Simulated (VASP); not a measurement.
# A VASP study of GaAs (LDA): structure first, properties next

How well does LDA reproduce what experiment finds for GaAs? The cell is relaxed first, and properties follow on it. The steps: full relaxation (LDA), second relaxation, density, ELF and potential (LDA), bands along the symmetry lines (LDA), total and projected DOS (LDA), vibrations at Γ (LDA), independent-particle dielectric function (LDA), bands along the symmetry lines (LDA + SOC), band structure (HSE06) and bands along the symmetry lines (TB-mBJ). The start is a cell from a database of measured crystal structures.

Calculated with VASP 6.6.1; LDA; plane waves and PAW (Ga_d, As), in the first sound run; inputs show where later runs differ.

The experiments to compare with:

For GaAs, zincblende (commercial semi-insulating (001) wafer, relaxed), “Investigation of Radiation Effect on Structural and Optical Properties of GaAs under High-Energy Electron Irradiation” (2022, pmc:9457441) gives, by high-resolution XRD, reciprocal space mapping: lattice constant a (cubic a from (004) reciprocal space maps; peak position was aligned …) 5.653 Å [Peak position aligned to 66.049 deg for all samples, so the value is effectively fixed by …].

“Evidence of valence band perturbations in GaAsN/GaAs(001): A combined variable-angle spectroscopic ellipsometry and modulated photoreflectance investigation” (2008, arxiv:0805.2212) reports for GaAs, zincblende, by variable-angle spectroscopic ellipsometry, parametric critical-point fit (semi-insulating GaAs(001) reference substrate with native oxide, 300 K): band gap (direct gap E0 at Gamma from ellipsometry) 1.412 ± 0.01 eV.

Most raw output is cut from this account.

## (1) Starting point

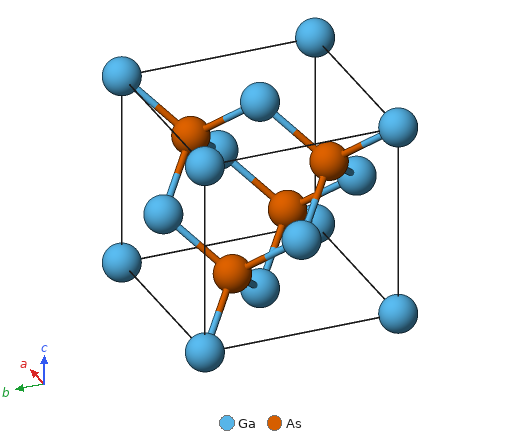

The starting structure, seen from a free direction (gallium blue, arsenic orange). This picture shows the conventional cell, with its axes. Bonds to atoms that aren't drawn are left out. Some periodic images of atoms are drawn too.

Coordinates:

```cif
data_structure
_symmetry_space_group_name_H-M 'P 1'
_symmetry_Int_Tables_number 1
_cell_length_a 3.9978
_cell_length_b 3.9978
_cell_length_c 3.9978
_cell_angle_alpha 60.000
_cell_angle_beta 60.000
_cell_angle_gamma 60.000
_cell_volume 45.18
loop_
_atom_site_label
_atom_site_type_symbol
_atom_site_fract_x
_atom_site_fract_y
_atom_site_fract_z
_atom_site_occupancy
Ga1 Ga 0.00000 0.00000 0.00000 1
As2 As 0.25000 0.25000 0.25000 1
```

## (2) Full relaxation (LDA)

The start need not lie at this functional's minimum. ISIF = 3 frees volume, shape and positions, and EDIFFG sets the threshold on forces and stress at which the search stops. LDA, the lowest rung, knows the local density alone.

INCAR reads:

```
SYSTEM = GaAs
PREC = Accurate
ENCUT = 400
EDIFF = 1E-06
NELM = 100
ISMEAR = 0
SIGMA = 0.05
LREAL = .FALSE.
ALGO = Normal
GGA = CA
NBANDS = 15
LORBIT = 11
LWAVE = .FALSE.
LCHARG = .FALSE.
KPAR = 2
IBRION = 2
NSW = 60
ISIF = 3
EDIFFG = -0.01
```

POSCAR reads:

```
GaAs
1.0
    0.0000000000      2.8268500000      2.8268500000
    2.8268500000      0.0000000000      2.8268500000
    2.8268500000      2.8268500000      0.0000000000
Ga As
1 1
Direct
    0.0000000000      0.0000000000      0.0000000000
    0.2500000000      0.2500000000      0.2500000000
```

KPOINTS reads:

```
Automatic mesh
0
Gamma
7 7 7
0 0 0
```

PAW data sets: Ga_d and As (LDA family, release 64).

The run is started by

```
> mpirun -np 2 vasp_std
```

It took 7.6 s on 2 MPI ranks of Intel Xeon Platinum 8488C (Sapphire Rapids), shared host; peak memory 0.27 GiB.

The gap is read on the k-mesh alone, so it is an upper bound where the band edges lie off the mesh. The run keeps the 24 symmetry operations of its start, so it cannot find a distortion of lower symmetry.

The steps of the relaxation:

| step | energy less that of the first step (eV) | largest force (eV/Å) | pressure (GPa) | volume (Å³) |
| --- | --- | --- | --- | --- |
| 1 | 0.0000 | 0.0000 | -1.84 | 45.18 |
| 2 | -0.0052 | 0.0000 | 0.92 | 43.51 |
| 3 | -0.0067 | 0.0000 | 0.00 | 44.04 |

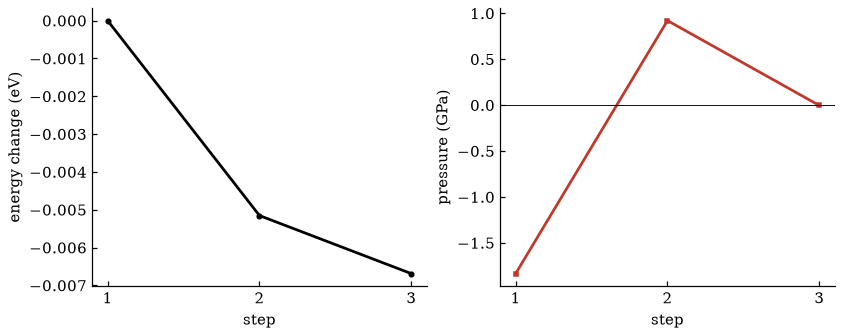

Energy and pressure along the relaxation.

| conventional cell, symmetrised | before | after | change |
| --- | --- | --- | --- |
| a (Å) | 5.654 | 5.606 | -0.8 % |
| b (Å) | 5.654 | 5.606 | -0.8 % |
| c (Å) | 5.654 | 5.606 | -0.8 % |
| volume (Å³/atom) | 22.59 | 22.02 | -2.5 % |

Final coordinates:

```xyz
2
Lattice="0.0000 2.8028 2.8028 2.8028 0.0000 2.8028 2.8028 2.8028 0.0000" Properties=species:S:1:pos:R:3 pbc="T T T"
Ga    0.0000    0.0000    0.0000
As    1.4014    1.4014    1.4014
```

This step gave:

```
electrons                       : 18
bands                           : 15
irreducible k-points            : 20
symmetry operations             : 24
free energy (TOTEN)             : -9.631 eV
Fermi energy                    : 4.283 eV
pressure                        : -0.004170 GPa
metallic                        : no
valence top at k                : 0, 0, 0
conduction bottom at k          : 0, 0, 0
least direct gap at k           : 0, 0, 0
SCF cycles over all ionic steps : 26
gap on the k-mesh               : 0.5236 eV
least direct gap on the k-mesh  : 0.5236 eV
```

It ends with forces that vanish by symmetry and a pressure of 0.00 GPa. The volume lies -2.5 % from that of the database's start, which holds the thermal and zero-point expansion of its experiment.

## (3) Second relaxation

A relaxation keeps the plane waves of the cell it began with, so it is repeated from the new cell, on a basis made for it.

INCAR is that of step 2.

POSCAR reads:

```
GaAs
1.0
    0.0000000000      2.8028244386      2.8028244386
    2.8028244386      0.0000000000      2.8028244386
    2.8028244386      2.8028244386      0.0000000000
Ga As
1 1
Direct
    0.0000000000      0.0000000000      0.0000000000
    0.2500000000      0.2500000000      0.2500000000
```

KPOINTS is that of step 2.

The run is started by

```
> mpirun -np 2 vasp_std
```

Run time: 4 s. Hardware: 2 MPI ranks; peak memory 0.25 GiB; 7 s of CPU time.

Little changed from the start: no atom moved by 0.005 Å and no cell edge by 0.1 %.

Numbers from this step:

```
free energy (TOTEN)             : -9.630 eV
pressure                        : -0.01815 GPa
SCF cycles over all ionic steps : 12
gap on the k-mesh               : 0.5235 eV
least direct gap on the k-mesh  : 0.5235 eV
```

It ends with forces that vanish by symmetry and a pressure of -0.02 GPa. The volume moved by under 0.01 %: the run met its threshold at the first step.

## (4) Density, ELF and potential (LDA)

A single point on the relaxed cell gives a clean self-consistent state, with density, ELF and potential written out.

Edit INCAR of step 3 so:

```diff
@@ -13,7 +13,5 @@
 LWAVE = .FALSE.
-LCHARG = .FALSE.
-KPAR = 2
-IBRION = 2
-NSW = 60
-ISIF = 3
-EDIFFG = -0.01
+LCHARG = .TRUE.
+ISIF = 2
+LELF = .TRUE.
+LVHAR = .TRUE.
```

POSCAR is that of step 3.

KPOINTS is that of step 3.

The run is started by

```
> mpirun -np 2 vasp_std
```

Run time: 4.2 s. Hardware: 2 MPI ranks; peak memory 0.23 GiB.

Numbers from this step:

* SCF cycles: 12
* bands: 16
* Fermi energy: 4.269 eV
* pressure: -0.01558 GPa

Valence electrons inside each PAW sphere by angular momentum. Sphere charges, by row:

| atom | s (e) | p (e) | d (e) | tot (e) |
| --- | --- | --- | --- | --- |
| Ga1 | 0.893 | 0.833 | 9.998 | 11.72 |
| As2 | 1.214 | 1.615 | 0.033 | 2.862 |

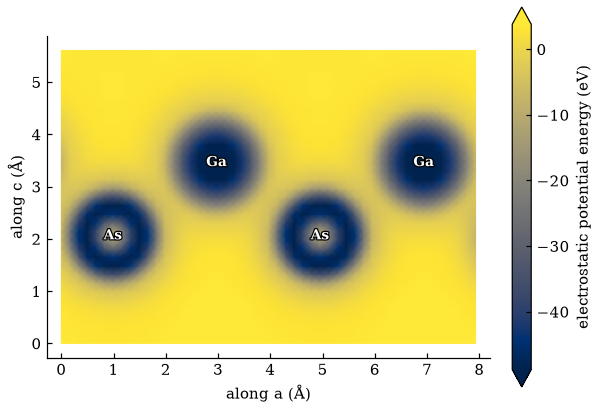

Electrostatic potential energy in the ac plane of a cell with a along [110], b along [-110] and c along [001] of the cube at fractional y = 0.000, with atoms of Ga and As within 0.2 Å of it. With pseudopotentials it is smooth inside the atoms' cores, unlike the true potential. The map starts off the cell's origin, so that atoms lie inside it.

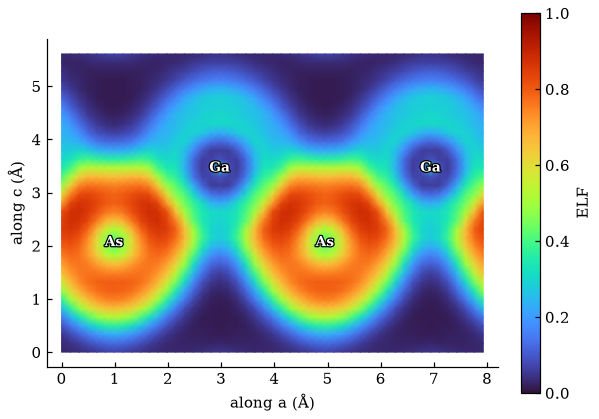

ELF in the ac plane of a cell with a along [110], b along [-110] and c along [001] of the cube at fractional y = 0.000, with atoms of Ga and As within 0.2 Å of it. It is the smooth field of the valence electrons, not physical close to the nuclei. The map starts off the cell's origin, so that atoms lie inside it.

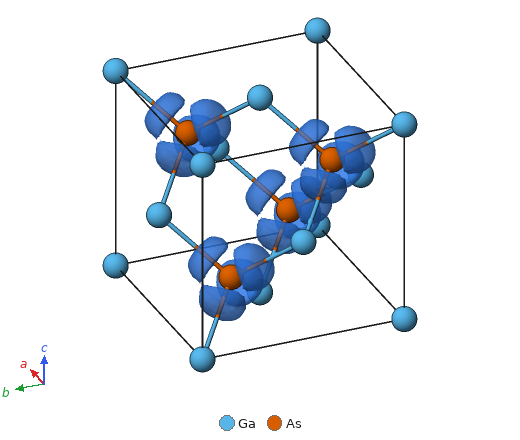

Surface of ELF = 0.8. Bonds to atoms that aren't drawn are left out.

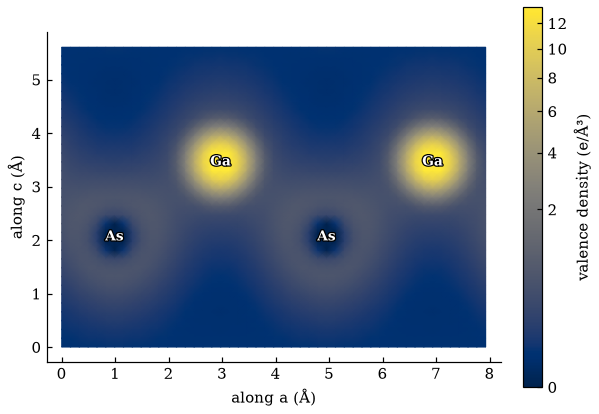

Valence density in the ac plane of a cell with a along [110], b along [-110] and c along [001] of the cube at fractional y = 0.000, with atoms of Ga and As within 0.2 Å of it. It is the smooth field of the valence electrons, not physical close to the nuclei. The map starts off the cell's origin, so that atoms lie inside it. The colour scale is stretched toward low values.

In this run the pressure is -0.02 GPa, small enough to go on.

## (5) Bands along the symmetry lines (LDA)

The mesh alone shows little of the dispersion and can miss band extrema, so KPOINTS_OPT adds a path through the symmetry points after the self-consistent cycle.

INCAR reads:

```
SYSTEM = GaAs
PREC = Accurate
ENCUT = 400
EDIFF = 1E-06
NELM = 100
ISMEAR = 0
SIGMA = 0.05
LREAL = .FALSE.
ALGO = Normal
GGA = CA
NBANDS = 21
LORBIT = 11
LWAVE = .FALSE.
LCHARG = .FALSE.
KPAR = 2
```

POSCAR is that of step 4.

KPOINTS is that of step 4.

KPOINTS_OPT reads:

```
Line mode
16
Line-mode
Reciprocal
  0.00000000   0.00000000   0.00000000 GAMMA
  0.50000000   0.00000000   0.50000000 X

  0.50000000   0.00000000   0.50000000 X
  0.50000000   0.25000000   0.75000000 W

  0.50000000   0.25000000   0.75000000 W
  0.37500000   0.37500000   0.75000000 K

  0.37500000   0.37500000   0.75000000 K
  0.00000000   0.00000000   0.00000000 GAMMA

  0.00000000   0.00000000   0.00000000 GAMMA
  0.50000000   0.50000000   0.50000000 L

  0.50000000   0.50000000   0.50000000 L
  0.62500000   0.25000000   0.62500000 U

  0.62500000   0.25000000   0.62500000 U
  0.50000000   0.25000000   0.75000000 W

  0.50000000   0.25000000   0.75000000 W
  0.50000000   0.50000000   0.50000000 L

  0.50000000   0.50000000   0.50000000 L
  0.37500000   0.37500000   0.75000000 K

  0.62500000   0.25000000   0.62500000 U
  0.50000000   0.00000000   0.50000000 X
```

The run is started by

```
> mpirun -np 2 vasp_std
```

Wall time 22 s (2 MPI ranks); peak memory 0.3 GiB; 43 s of CPU time.

Spin-orbit coupling is off here; it would split degenerate levels, and it lifts a valence top of As p states by about 0.1 eV.

This step gave:

| Property | Result |
| --- | --- |
| bands | 21 |
| Fermi energy | 4.282 eV |
| pressure | -0.01662 GPa |
| least gap on mesh and path | 0.5234 eV |
| least direct gap on mesh and path | 0.5235 eV |

The electronic bands at the labelled points (eV, zero at the valence-band top; v1 is the highest filled band, c1 the lowest empty one):

| point | v3 | v2 | v1 | c1 | c2 | c3 | c4 |
| --- | --- | --- | --- | --- | --- | --- | --- |
| Γ | 0.00 | 0.00 | 0.00 | 0.52 | 3.68 | 3.68 | 3.68 |
| X | -7.00 | -2.78 | -2.78 | 1.29 | 1.53 | 10.24 | 10.24 |
| W | -6.80 | -3.69 | -3.50 | 4.64 | 4.66 | 5.38 | 5.94 |
| K | -6.80 | -4.03 | -2.35 | 1.83 | 4.60 | 7.96 | 8.10 |
| Γ | 0.00 | 0.00 | 0.00 | 0.52 | 3.68 | 3.68 | 3.68 |
| L | -6.84 | -1.19 | -1.19 | 0.93 | 4.59 | 4.59 | 7.59 |
| U | -6.80 | -4.03 | -2.35 | 1.83 | 4.60 | 7.96 | 8.10 |
| W | -6.80 | -3.69 | -3.50 | 4.64 | 4.66 | 5.38 | 5.94 |
| L | -6.84 | -1.19 | -1.19 | 0.93 | 4.59 | 4.59 | 7.59 |
| K | -6.80 | -4.03 | -2.35 | 1.83 | 4.60 | 7.96 | 8.10 |
| jump to U | -6.80 | -4.03 | -2.35 | 1.83 | 4.60 | 7.96 | 8.10 |
| X | -7.00 | -2.78 | -2.78 | 1.29 | 1.53 | 10.24 | 10.24 |

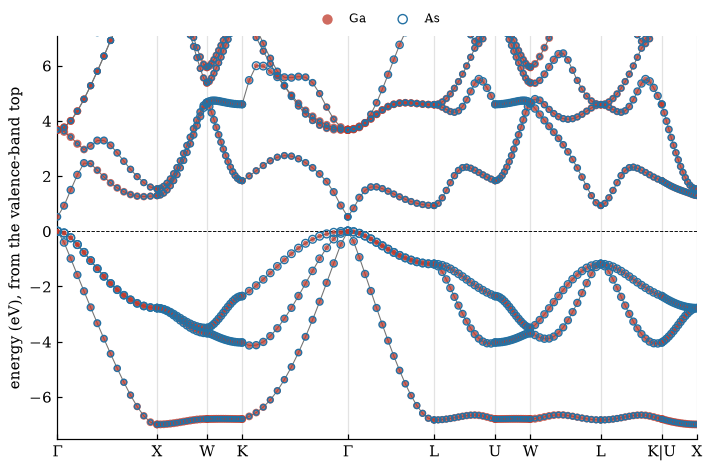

Electronic bands along the path; dots are coloured as in the legend, and their area grows with the weight.

The path finds the gap of the mesh within 0.02 eV, so the mesh comes close to both band edges.

## (6) Total and projected DOS (LDA)

A density of states needs more k-points than a total energy; ISMEAR = -5 takes tetrahedra, and LORBIT projects the states on the PAW spheres. The mesh is finer than in the run before.

Edit INCAR of step 5 so:

```diff
@@ -5,3 +5,3 @@
 NELM = 100
-ISMEAR = 0
+ISMEAR = -5
 SIGMA = 0.05
@@ -15 +15,2 @@
 KPAR = 2
+NEDOS = 2001
```

POSCAR is that of step 5.

KPOINTS reads:

```
Automatic mesh
0
Gamma
10 10 10
0 0 0
```

The run is started by

```
> mpirun -np 2 vasp_std
```

Run time: 9.2 s. Hardware: 2 MPI ranks; peak memory 0.28 GiB.

This step gave:

```
irreducible k-points           : 47
free energy (TOTEN)            : -9.640 eV
Fermi energy                   : 4.051 eV
pressure                       : 0.009725 GPa
gap on the k-mesh              : 0.5254 eV
least direct gap on the k-mesh : 0.5254 eV
```

The density of states has structure finer than the step of the table below, so its rows give means over 1 eV, whole bins alone (the curve runs from -12.0 to 8.50 eV). Peaks (eV: height): total -10.4: 2.01, -6.6: 3.04, 2.3: 1.97, 4.4: 1.97; As p -6.6: 0.469, -3.7: 0.395, -2.7: 0.501, 7.9: 0.334; Ga p 4.4: 0.383, 5.9: 0.332, 7.7: 0.302, 7.9: 0.316; Ga s -6.6: 1.15, 2.3: 0.320; As s -10.4: 1.15.

States under -12.0 eV and over 8.5 eV are left out. The density of states by energy, zero at the valence-band top; means over each step; values in states/eV/cell:

| energy (eV) | total | As p | Ga p | Ga s | As s |
| --- | --- | --- | --- | --- | --- |
| -11 | 1.18 | 0.00603 | 0.0412 | 0.0909 | 0.603 |
| -10 | 0.286 | 5.3e-4 | 0.0143 | 0.00606 | 0.163 |
| -9 | 0 | 0 | 0 | 0 | 0 |
| -8 | 0 | 0 | 0 | 0 | 0 |
| -7 | 0.743 | 0.114 | 0.0177 | 0.294 | 0.0232 |
| -6 | 0.717 | 0.113 | 0.0299 | 0.235 | 0.0527 |
| -5 | 0.281 | 0.0474 | 0.0156 | 0.0752 | 0.0328 |
| -4 | 0.677 | 0.164 | 0.0955 | 0.0432 | 0.0227 |
| -3 | 1.27 | 0.356 | 0.213 | 0.0412 | 0.0197 |
| -2 | 1.42 | 0.459 | 0.249 | 0.0247 | 0.0122 |
| -1 | 0.808 | 0.303 | 0.134 | 0.00597 | 0.00307 |
| 0 | 0.0782 | 0.0331 | 0.0104 | 3.3e-4 | 1.8e-4 |
| 1 | 0.0568 | 0.00445 | 0.00509 | 0.0108 | 0.00635 |
| 2 | 1.17 | 0.134 | 0.113 | 0.187 | 0.0830 |
| 3 | 1.10 | 0.148 | 0.121 | 0.149 | 0.0598 |
| 4 | 1.24 | 0.146 | 0.237 | 0.0678 | 0.0360 |
| 5 | 1.27 | 0.170 | 0.258 | 0.0404 | 0.0177 |
| 6 | 1.23 | 0.178 | 0.251 | 0.0289 | 0.0211 |
| 7 | 1.01 | 0.151 | 0.224 | 0.0180 | 0.0224 |
| 8 | 1.04 | 0.141 | 0.185 | 0.0216 | 0.0166 |

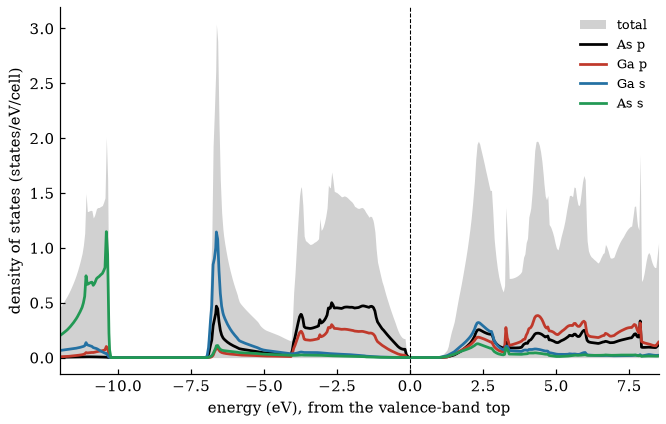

Density of states, plotted against energy.

The gap on this mesh is 0.53 eV. In the top eV of the valence band the largest shares in the PAW spheres are As p 40 % and Ga p 15 %; in the lowest eV of the conduction band, Ga s 19 %, As s 11 % and Ga p 9 %. The rest lies in smaller channels or between the spheres.

## (7) Vibrations at Γ (LDA)

Zone-centre modes test whether the atoms sit at a minimum within this cell. IBRION = 8 takes the force constants from linear response, which needs tightly converged orbitals.

INCAR reads:

```
SYSTEM = GaAs
PREC = Accurate
ENCUT = 400
EDIFF = 1E-08
NELM = 100
ISMEAR = 0
SIGMA = 0.05
LREAL = .FALSE.
ALGO = Normal
GGA = CA
NBANDS = 15
LORBIT = 11
LWAVE = .FALSE.
LCHARG = .FALSE.
KPAR = 2
IBRION = 8
LEPSILON = .TRUE.
ISIF = 2
```

POSCAR is that of step 6.

KPOINTS reads:

```
Automatic mesh
0
Gamma
7 7 7
0 0 0
```

The run is started by

```
> mpirun -np 2 vasp_std
```

The job ended after 92 s (2 MPI ranks; peak memory 0.41 GiB).

Energies printed during the response cycles are not total energies of the cell. With a direct gap this small, the dielectric response converges slowly with the mesh, so tensor and charges are uncertain; a mesh that holds the point of the least gap tends to give too large a tensor.

This step gave:

```yaml
bands: 15
irreducible_k_points: 20
pressure_of_the_cell: -0.01549 GPa
largest_force_of_the_cell: 0 eV/Å
fermi_energy: 4.284 eV
gap_on_the_k_mesh: 0.5235 eV
least_direct_gap_on_the_k_mesh: 0.5235 eV
```

Electronic dielectric tensor with local fields:

```
37.72  0.00  0.00
 0.00 37.72  0.00
 0.00  0.00 37.72
```

Born effective charge (e), principal values of the symmetric part by kind of site:

| atom | atoms with these values | low | middle | high | mean |
| --- | --- | --- | --- | --- | --- |
| Ga1 | 1 | 2.33 | 2.33 | 2.33 | 2.33 |
| As2 | 1 | -2.33 | -2.33 | -2.33 | -2.33 |

In full for Ga1:

```
2.33 0.00 0.00
0.00 2.33 0.00
0.00 0.00 2.33
```

Transverse limit, no LO-TO splitting. Modes at Γ, with each element's share of the kinetic energy:

| mode | frequency (cm⁻¹) | symmetry | Ga % | As % |
| --- | --- | --- | --- | --- |
| 1 | -0.1 | acoustic | 48 | 52 |
| 2 | -0.1 | acoustic | 48 | 52 |
| 3 | -0.1 | acoustic | 48 | 52 |
| 4 | 270.3 | T2 | 52 | 48 |
| 5 | 270.3 | T2 | 52 | 48 |
| 6 | 270.3 | T2 | 52 | 48 |

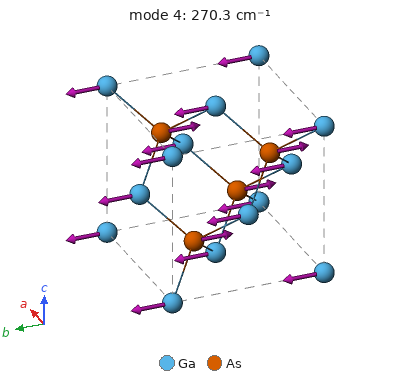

Displacement patterns of mode 4 at Γ; arrows are exaggerated. Bonds to atoms that aren't drawn are left out. Some periodic images of atoms are drawn too.

The three acoustic modes lie within 0.1 cm⁻¹ of zero, and all others are real. By the characters of their eigenvectors the optical modes sort into (cm⁻¹) Raman active: T2 270; infrared active: T2 270.

## (8) Independent-particle dielectric function (LDA)

LOPTICS sums transitions from filled to empty bands. The mesh is finer than in the run before. NBANDS is raised for it.

INCAR reads:

```
SYSTEM = GaAs
PREC = Accurate
ENCUT = 400
EDIFF = 1E-06
NELM = 100
ISMEAR = 0
SIGMA = 0.05
LREAL = .FALSE.
ALGO = Normal
GGA = CA
NBANDS = 25
LORBIT = 11
LWAVE = .FALSE.
LCHARG = .FALSE.
KPAR = 2
LOPTICS = .TRUE.
NEDOS = 1500
CSHIFT = 0.1
```

POSCAR is that of step 7.

KPOINTS reads:

```
Automatic mesh
0
Gamma
10 10 10
0 0 0
```

The run is started by

```
> mpirun -np 2 vasp_std
```

The job ended after 12 s (2 MPI ranks; peak memory 0.36 GiB).

With so small a gap the low-energy part of the spectrum hangs on the few k-points near the gap and is not converged. These are independent-particle spectra without excitons or local fields, and fine structure depends on the mesh and on CSHIFT.

This step gave:

| Item | Value |
| --- | --- |
| bands | 25 |
| irreducible k-points | 47 |
| Fermi energy | 4.272 eV |
| pressure | 0.008227 GPa |
| gap on the k-mesh | 0.5254 eV |
| least direct gap on the k-mesh | 0.5254 eV |

The imaginary dielectric function, xx has structure finer than the step of the table below, so its rows give means over 2 eV, whole bins alone (the curve runs from 0 to 25.0 eV). Peaks (eV: height): 0.5: 17.3, 2.1: 24.6, 4.2: 40.9, 5.2: 21.1.

Imaginary dielectric function, xx against photon energy; means over each step:

| photon energy (eV) | imaginary dielectric function, xx |
| --- | --- |
| 2 | 8.86 |
| 4 | 16.8 |
| 6 | 8.90 |
| 8 | 2.85 |
| 10 | 1.27 |
| 12 | 0.640 |
| 14 | 0.371 |
| 16 | 0.259 |
| 18 | 0.213 |
| 20 | 0.217 |
| 22 | 0.151 |

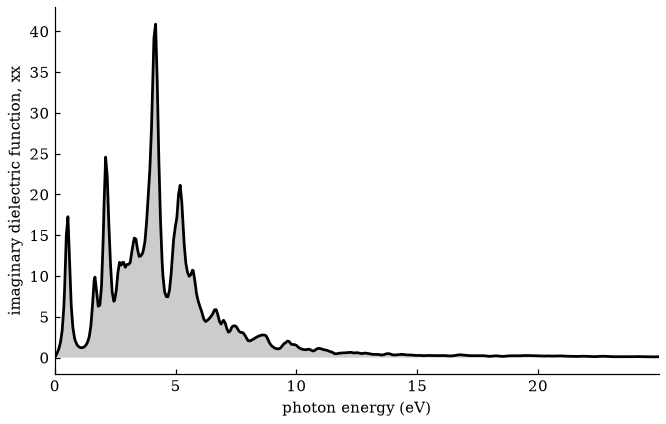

Imaginary dielectric function, xx, plotted against photon energy.

Real dielectric function, xx against photon energy:

| photon energy (eV) | real dielectric function, xx |
| --- | --- |
| 0 | 21.9 |
| 1 | 14.1 |
| 2 | 25.8 |
| 3 | 12.3 |
| 4 | 17.7 |
| 5 | 2.06 |
| 6 | -7.66 |
| 7 | -4.55 |
| 8 | -3.49 |
| 9 | -3.01 |
| 10 | -2.21 |
| 11 | -1.46 |
| 12 | -0.919 |
| 13 | -0.756 |
| 14 | -0.471 |
| 15 | -0.232 |
| 16 | -0.0269 |
| 17 | 0.0434 |
| 18 | 0.172 |
| 19 | 0.299 |
| 20 | 0.299 |
| 21 | 0.335 |
| 22 | 0.394 |
| 23 | 0.433 |
| 24 | 0.513 |

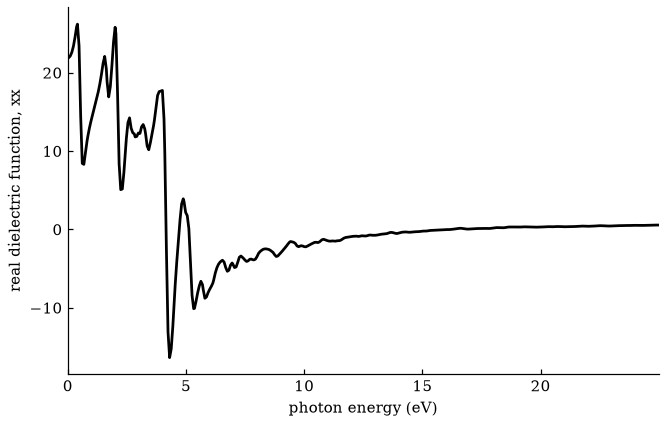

Real dielectric function, xx, plotted against photon energy.

The mean of ε2 over directions passes 5 % of its top at 0.31 eV, against a least direct gap of 0.53 eV on this mesh; what lies under the gap is the tail of the broadening by CSHIFT.

(Part 1 of 2 ends here.)

[Lines on the potential files, build, host, timing and source positions are cut from VASP's logs without a mark.]

[Logs are printed without paths, hosts, clocks, repeated set-up lines and the standing remarks that a program may print on its own settings, such as how far it seeks lower states.]

[Hosts, paths, dates, database ids (printed as entryN), source tags and the programs' standing remarks are cut or masked in the printed files.]

[Measured values are set beside computed ones only where the two were judged alike; some that the calculation misses by far are left out.]
